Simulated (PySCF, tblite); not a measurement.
**3,3,3-trifluoropropene (C3H3F3): dynamics, then NMR shifts on frames, part 1 of 2**

Aim: move 3,3,3-trifluoropropene (C3H3F3) (`C=CC(F)(F)F`) away from its starting geometry and see how NMR shifts follow the geometry.

Programs: tblite 0.8.0 and PySCF 2.14.0, with density-fitted response routines of our own. Each step states its level of theory. These are calculated values for one molecule in the gas phase, unless marked as measured. Atoms are numbered from 0 throughout.

## Step 1: The starting structure

9 atoms, charge 0, multiplicity 1; geometry from: GFN2-xTB.

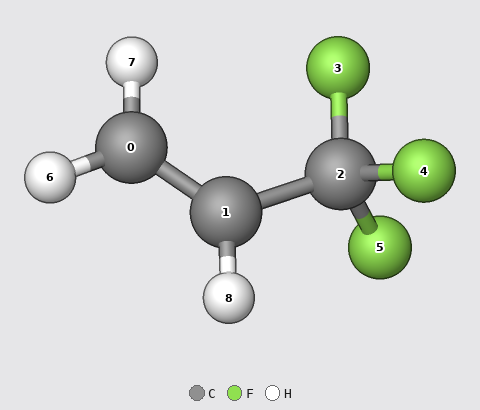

The starting geometry (carbon grey, fluorine green, hydrogen white), atoms numbered.

## Step 2: Dynamics with GFN2-xTB

What the job is given:

```
{"job": {"kind": "md", "xc": "GFN2-xTB", "basis": "xTB", "temperature": 400, "steps": 2000, "every": 50, "frames": 5}, "charge": 0, "multiplicity": 1}
C      1.346348     0.302930    -0.315429
C      0.343457    -0.492589     0.000950
C     -1.055391     0.002869     0.208005
F     -1.186838     1.324802     0.043035
F     -1.921395    -0.577875    -0.642717
F     -1.504879    -0.276234     1.445315
H      2.340057    -0.083098    -0.458285
H      1.209865     1.364262    -0.441343
H      0.442337    -1.559073     0.135289
```

Level: GFN2-xTB Langevin dynamics, gas phase.

On the command line:

```console
> OMP_NUM_THREADS=1 python probes_run.py task.json out
```

One launch serves the whole session: the jobs run in the order shown.

Log:

```text
t/fs     T/K      E/eV
    0.0   372.1   -601.97006
   25.0   268.2   -601.72363
   50.0   323.7   -601.65450
   75.0   247.7   -601.56237
  100.0   318.5   -601.65439
  125.0   314.6   -601.72360
  150.0   269.2   -601.63295
  175.0   380.0   -601.66030
  200.0   289.0   -601.66248
  225.0   244.5   -601.52595
  250.0   268.8   -601.67008
  275.0   322.3   -601.69849
  300.0   309.5   -601.78548
  325.0   271.7   -601.67432
  350.0   312.3   -601.72040
  375.0   306.7   -601.66188
  400.0   474.1   -601.73964
  425.0   417.2   -601.68321
  450.0   371.5   -601.63242
  475.0   374.4   -601.62702
  500.0   436.6   -601.56718
  525.0   343.8   -601.41994
  550.0   372.5   -601.46056
  575.0   362.6   -601.46008
  600.0   413.1   -601.52139
  625.0   401.3   -601.65661
  650.0   421.1   -601.77592
  675.0   310.7   -601.60610
  700.0   385.9   -601.68787
  725.0   326.3   -601.72368
  750.0   278.5   -601.70789
  775.0   405.0   -601.73508
  800.0   350.3   -601.68154
  825.0   243.7   -601.67321
  850.0   242.9   -601.68979
  875.0   321.7   -601.61289
  900.0   234.4   -601.43282
  925.0   301.0   -601.58169
  950.0   279.8   -601.64061
  975.0   320.1   -601.58192
 1000.0   313.2   -601.55766
```

Wall time 16 s (1 thread of Intel Xeon at 2.50GHz, shared host); peak memory 0.18 GiB.

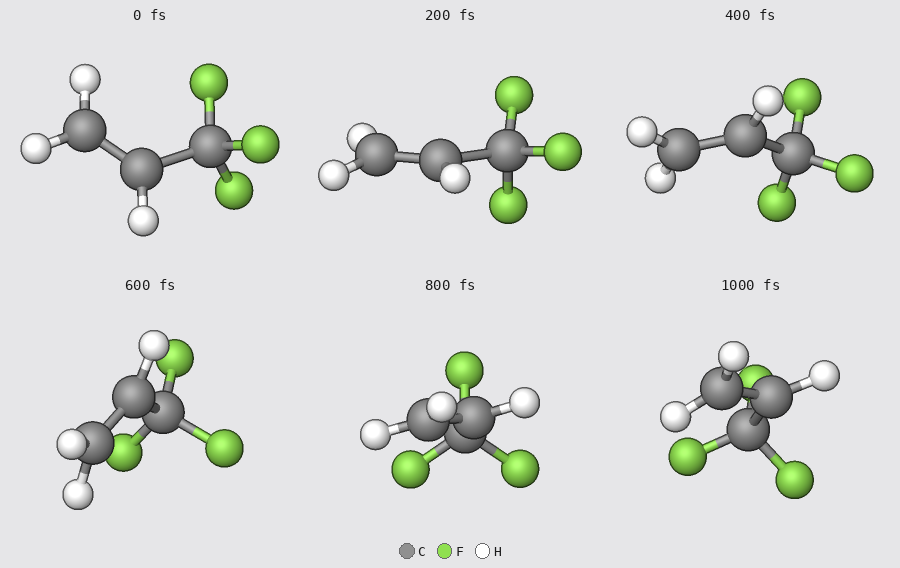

Frames of the run.

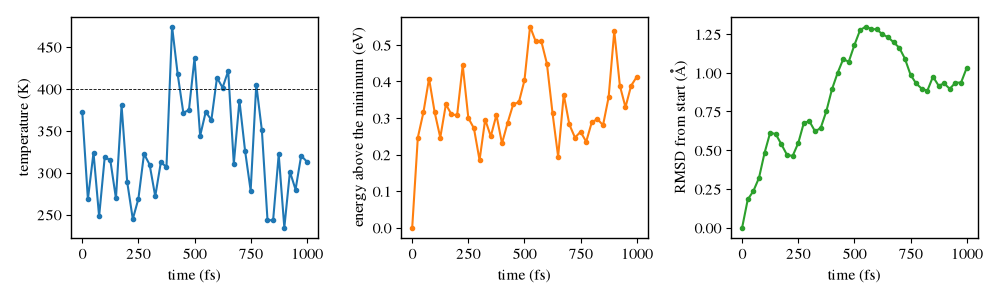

Temperature, potential energy and distance from the start.

Positions (Å) and forces (eV/Å) at 1000 fs:

```xyz
9

C    -0.606   -0.003   -1.577   -1.189   -0.121   -2.309
C    -1.605    0.197   -0.769   -0.581    1.748    2.555
C    -1.234    0.439    0.745   -3.242   -0.182   -1.963
F    -1.544    1.696    1.147    0.411   -0.076   -0.304
F    -2.048   -0.340    1.468   -0.340   -0.507    0.729
F    -0.037    0.151    1.054    2.317   -0.213    0.625
H    -0.806    0.016   -2.673    0.540   -0.347    1.008
H     0.310   -0.283   -1.162    1.301   -0.036   -0.043
H    -2.661    0.463   -0.924    0.782   -0.264   -0.298
```

## Step 3: Nuclear shieldings: 250 fs, PBE0/pcSseg-1

What the job is given:

```
{"job": {"kind": "nmr", "xc": "PBE0", "basis": "pcSseg-1", "pop": false}, "charge": 0, "multiplicity": 1}
C      1.473600    -0.160300    -0.097300
C      0.289400    -0.625600    -0.558400
C     -1.014300    -0.357000     0.134600
F     -1.172000     0.999600     0.206100
F     -2.119600    -0.958900    -0.373100
F     -1.020000    -0.779100     1.410000
H      2.294300    -0.421500    -0.650600
H      1.603500     0.514100     0.707500
H      0.093400    -1.265200    -1.412700
```

With the program's defaults for keys left out, this is: GIAO PBE0/pcSseg-1 NMR shielding, non-relativistic, gas phase.

Log:

```text
coarse grid: 8376 points
cycle   1  E = -414.9783810604  dE =  8.414e-01  |g| = 8.836e-01  |ddm| = 2.574e+00
cycle   2  E = -414.8210496697  dE =  1.573e-01  |g| = 1.361e+00  |ddm| = 1.070e+00
cycle   3  E = -415.1103017498  dE = -2.893e-01  |g| = 9.157e-02  |ddm| = 6.789e-01
cycle   4  E = -415.1114668448  dE = -1.165e-03  |g| = 6.133e-02  |ddm| = 1.036e-01
cycle   5  E = -415.1123845185  dE = -9.177e-04  |g| = 1.296e-02  |ddm| = 4.556e-02
cycle   6  E = -415.1124231301  dE = -3.861e-05  |g| = 2.058e-03  |ddm| = 1.003e-02
cycle   7  E = -415.1124240705  dE = -9.405e-07  |g| = 4.440e-04  |ddm| = 1.848e-03
final grid: 84552 points
cycle   8  E = -415.1667493116  dE = -3.517e-05  |g| = 6.857e-03  |ddm| = 1.908e-02
cycle   9  E = -415.1667447112  dE =  4.600e-06  |g| = 9.060e-03  |ddm| = 9.610e-03
cycle  10  E = -415.1667590701  dE = -1.436e-05  |g| = 8.260e-04  |ddm| = 5.033e-03
cycle  11  E = -415.1667591908  dE = -1.207e-07  |g| = 2.230e-04  |ddm| = 6.062e-04
cycle  12  E = -415.1667591979  dE = -7.102e-09  |g| = 1.217e-04  |ddm| = 2.140e-04
cycle  13  E = -415.1667592014  dE = -3.527e-09  |g| = 2.405e-05  |ddm| = 9.767e-05
cycle  14  E = -415.1667592016  dE = -1.255e-10  |g| = 7.193e-06  |ddm| = 1.926e-05
converged SCF energy = -415.1667592016

GIAO shielding tensors (ppm)
atom      isotropic    diamagn.    paramagn.     s11        s22        s33       span
  0 C       52.638     252.218    -199.580    -73.735     49.418    182.231    255.966
  1 C       41.923     257.762    -215.839    -71.791     56.417    141.142    212.933
  2 C       50.814     240.384    -189.570     40.621     50.283     61.539     20.918
  3 F      225.780     476.638    -250.859    142.517    201.472    333.350    190.833
  4 F      250.191     472.076    -221.885    176.308    222.402    351.863    175.555
  5 F      230.584     474.484    -243.900    151.968    215.421    324.363    172.396
  6 H       26.396      30.154      -3.758     22.357     26.443     30.388      8.031
  7 H       25.202      30.719      -5.517     20.447     25.292     29.865      9.418
  8 H       24.938      29.790      -4.853     22.812     23.810     28.191      5.379
```

Run time: 26 s. Hardware: 1 thread of Intel Xeon at 2.50GHz, shared host; peak memory 0.53 GiB.

Shifts follow as δ = σ(reference) − σ, with reference shieldings (ppm) from runs at the same level and on the same kind of geometry: ¹H TMS 31.72, ¹³C TMS 186.9, ¹⁹F CFCl3 170.9. The references are single molecules in the gas phase, so shifts against H2O, NH3, PH3, H3PO4 or CFCl3 are not on the usual liquid scales and can be off by tens of ppm. Each atom is listed at this fixed geometry, with no averaging over motion; a spectrum would average atoms that exchange fast.

```
atoms                         environment  σ (ppm)  δ (ppm)
   C1                           alkene CH     41.9    145.0
   C2                          CF3 carbon     50.8    136.1
   C0                terminal =CH2 carbon     52.6    134.3
   H8            hydrogen on an alkene CH    24.94     6.78
   H7  hydrogen on a terminal =CH2 carbon    25.20     6.52
   H6  hydrogen on a terminal =CH2 carbon    26.40     5.32
   F3             fluorine of a CF3 group    225.8    -54.8
   F5             fluorine of a CF3 group    230.6    -59.6
   F4             fluorine of a CF3 group    250.2    -79.2
```

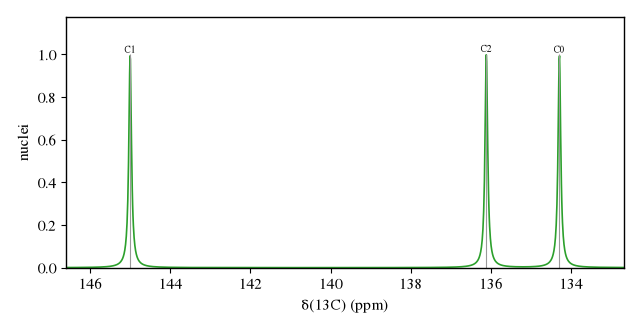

¹³C lines at the computed shifts, without couplings. Lines are broadened to a width of 0.08 ppm (Lorentzian).

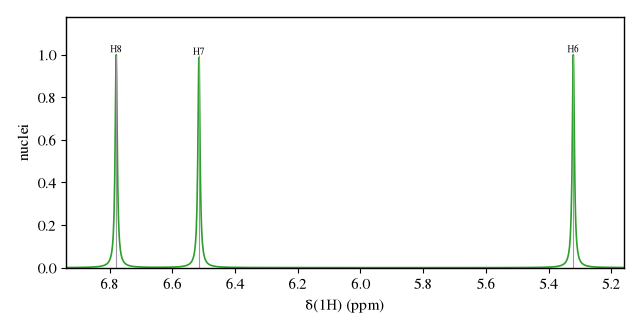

¹H lines at the computed shifts, without couplings. Lines are broadened to a width of 0.01 ppm (Lorentzian).

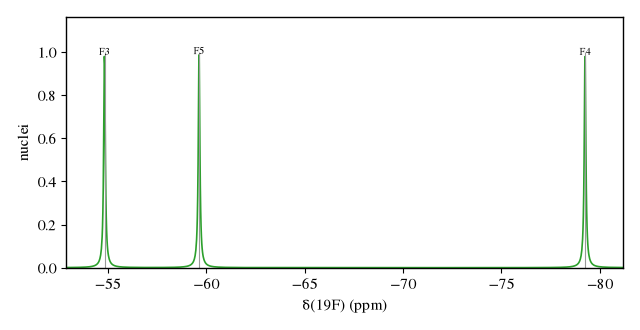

¹⁹F lines at the computed shifts, without couplings. Lines are broadened to a width of 0.10 ppm (Lorentzian).

The fields below are evaluated on a grid from the run's orbitals.

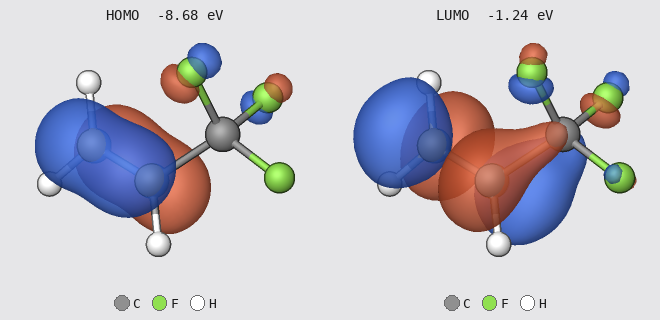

PBE0/pcSseg-1 orbitals near the gap, drawn at the value that encloses 70 % of each; the two colours are the two signs.

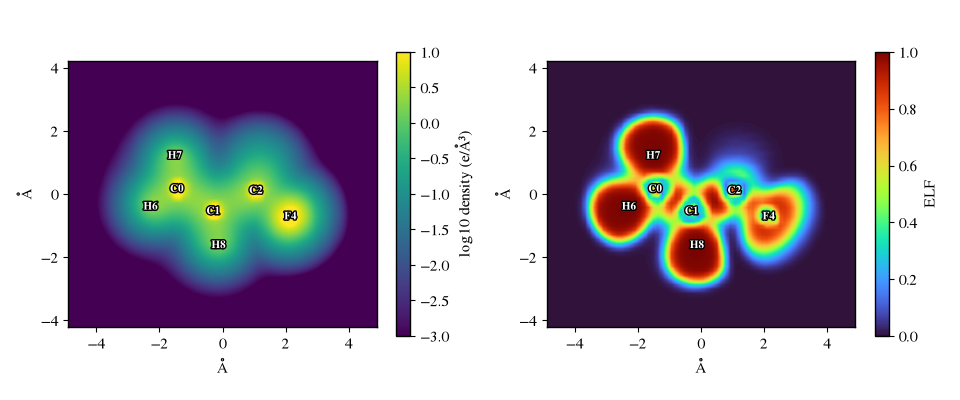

Density (left) and ELF (right) in a plane through or near 7 of the atoms.

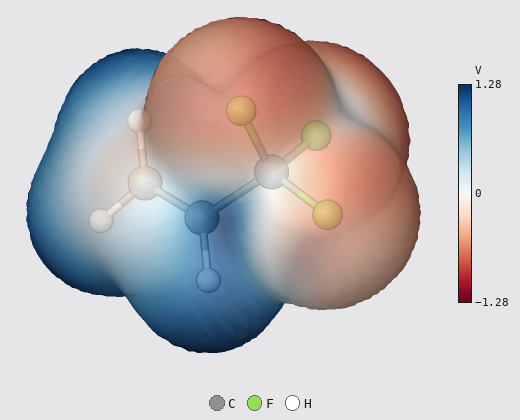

Electrostatic potential on the surface of density 0.002 e/bohr³; red is low, blue high. It runs, from the 1st to the 99th percentile, from -0.73 V near F5 to 1.28 V near H8.

(Continued in part 2 of 2.)
